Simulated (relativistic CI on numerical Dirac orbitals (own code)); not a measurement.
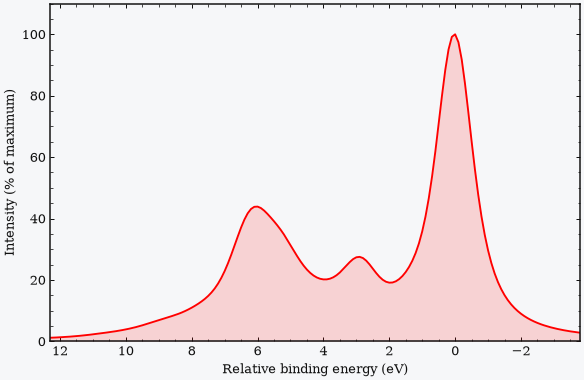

1s photoemission of nominal V³⁺ (d²) with U_dd = 3.6, U_pd = 6, 10Dq = 0.4 (ligand 1.1), V(eg) = 1.25, V(t2g) = −0.56 eV, final-state hopping scaled by 1. Charge-transfer multiplet model of a cubic metal–ligand cluster, up to 2 ligand holes (L), atomic integrals computed for Dirac–Coulomb–Breit ions and scaled by 0.8, 20 K, Voigt broadening (Lorentzian 1.1 eV, Gaussian 0.6 eV). Energies are counted from the highest peak in the lower part of the range.

### Estimate the charge-transfer energy Δ and the make-up of the ground state.

Δ = 4.7 eV, above U_dd, on the Mott–Hubbard side of the Zaanen–Sawatzky–Allen scheme. The ground state is 74 % d², 24 % d³L and 2 % d⁴L², with 2.27 d electrons and S = 1.00. The main maxima lie at 0.0 eV (100), 2.9 eV (28) and 6.0 eV (44), heights in % of the largest.
